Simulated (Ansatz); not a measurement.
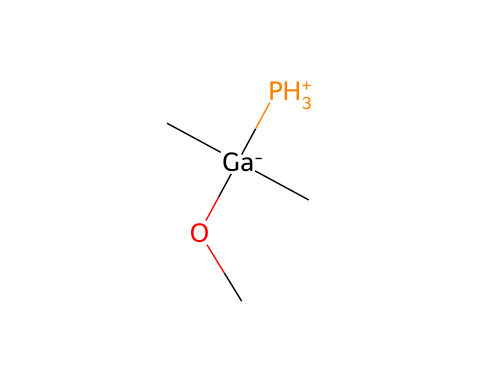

Source: calculation with Ansatz.

A structural formula.

### Transcribe the drawing into SMILES.

C[O][Ga-]([CH3])([CH3])[PH3+]

### What is the molecular formula?

C3H12GaOP.

### An optimisation with PBE0-D4/def2-TZVP gave a structure of which point group?

C1. Other conformers may differ.
